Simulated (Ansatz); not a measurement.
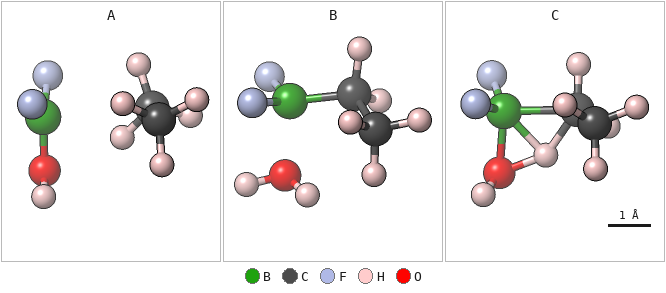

3 geometries from a converged minimum-energy path of C2H7BF2O, shuffled. A ball-and-stick model, seen from a free direction.

Computed with Ansatz, RKS PBE/def2-SVP. Run with 7 movable images; climbing image; force threshold 0.05 eV/Å; iteration limit 60; starting path through a guess of the saddle point.

**Which of them lies highest in energy?**

C. In order along the path, whose images run from 0 to 8: B (image 0, 0.0 kJ/mol), C (image 3, +99.1 kJ/mol), A (image 5, −81.1 kJ/mol). Breaking: B–C (1.59 → 3.33 Å), H–O (0.98 → 2.84 Å). Forming: B–O (1.86 → 1.36 Å), C–H (2.69 → 1.11 Å).

The run took 2.7 min on 4 threads of Arm Neoverse N1 (shared host), peak memory 0.17 GiB.
